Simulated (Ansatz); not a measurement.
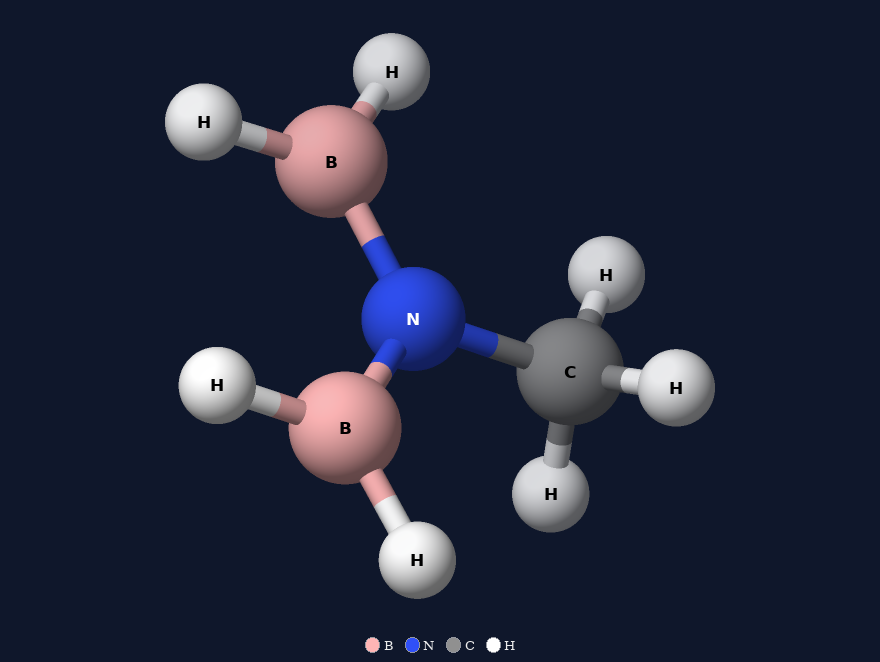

The structure as it stands in the input.

Ansatz 0.2.0 input:

```yaml
crystal:
  periodic: [false, false, false]
  atoms:
    - {symbol: B, position_ang: [-0.785422, 1.274464, 0.007399]}
    - {symbol: N, position_ang: [-0.055215, 0.064416, 0.118400]}
    - {symbol: B, position_ang: [0.129562, -0.555420, 1.382799]}
    - {symbol: C, position_ang: [0.520479, -0.566133, -1.070418]}
    - {symbol: H, position_ang: [-0.927217, 1.777490, -1.070610]}
    - {symbol: H, position_ang: [-1.242857, 1.764419, 0.994067]}
    - {symbol: H, position_ang: [0.751564, -1.577706, 1.444977]}
    - {symbol: H, position_ang: [-0.338122, -0.044774, 2.353475]}
    - {symbol: H, position_ang: [1.603983, -0.655407, -0.972753]}
    - {symbol: H, position_ang: [0.297735, 0.029683, -1.954913]}
    - {symbol: H, position_ang: [0.110810, -1.568033, -1.211824]}
basis:
  gaussian: {orbitals: def2-SVPD}
hamiltonian: {xc: {name: PBE}, dispersion: d4}
output: {forces: true}
```

Command:

```sh
ansatz run in.yaml --threads 2 --pin off --events-out ev --progress --plain --max-ram 22528MiB --backend cpu
```

What the program printed:

```
Functional definition: PBE
  name "PBE"
  cite "Perdew, Burke & Ernzerhof, Phys. Rev. Lett. 77, 3865 (1996) doi:10.1103/PhysRevLett.77.3865"
  parent pbe
  parameter kappa = 0.804
  parameter beta = 0.06672455060314922
  exchange = pbe_x(kappa = kappa, mu = beta*pi^2/3)
  correlation = pbe_c(beta = beta)
1110 factors; their error is unknown
mean field evaluation 1: about -3978.4176 eV, gradient 5.4e1 eV
mean field evaluation 2: about -3961.8195 eV, gradient 9.7e1 eV
mean field evaluation 4: about -3985.7678 eV, gradient 5.9e0 eV
mean field evaluation 8: about -3985.7987 eV, gradient 2.4e-1 eV
mean field evaluation 16: about -3985.7989 eV, gradient 1.3e-5 eV
mean field -3985.79886878 eV, -146.4754067562 hartree, gradient 1.3e-5 eV, S^2 0.000000; 0 other end points of the search recorded, 0 dependent functions left out
the calculation of the forces begins
reference -3985.79891262 eV, -146.4754083673 hartree; 15, 15 occupied and 121, 121 virtual orbitals, 1110 factors
Total energy: -3985.97306531 eV, -146.4818083607 hartree
Atom 0 at    -0.785422     1.274464     0.007399 Å, force    -0.082692     0.129129     0.015600 eV/Å
Atom 1 at    -0.055215     0.064416     0.118400 Å, force     0.051961    -0.062003    -0.084301 eV/Å
Atom 2 at     0.129562    -0.555420     1.382799 Å, force     0.002367    -0.037950     0.134765 eV/Å
Atom 3 at     0.520479    -0.566133    -1.070418 Å, force    -0.058959     0.080212     0.056732 eV/Å
Atom 4 at    -0.927217     1.777490    -1.070610 Å, force    -0.040041     0.148986    -0.329221 eV/Å
Atom 5 at    -1.242857     1.764419     0.994067 Å, force    -0.150174     0.165147     0.306815 eV/Å
Atom 6 at     0.751564    -1.577706     1.444977 Å, force     0.189432    -0.309898     0.013058 eV/Å
Atom 7 at    -0.338122    -0.044774     2.353475 Å, force    -0.143503     0.152276     0.314330 eV/Å
Atom 8 at     1.603983    -0.655407    -0.972753 Å, force     0.492785    -0.058843     0.042423 eV/Å
Atom 9 at     0.297735     0.029683    -1.954913 Å, force    -0.091618     0.256266    -0.406961 eV/Å
Atom 10 at     0.110810    -1.568033    -1.211824 Å, force    -0.169558    -0.463322    -0.063240 eV/Å
Dipole moment:     0.132557    -0.149104    -0.258915 e Å
```

Self-consistency was reached.
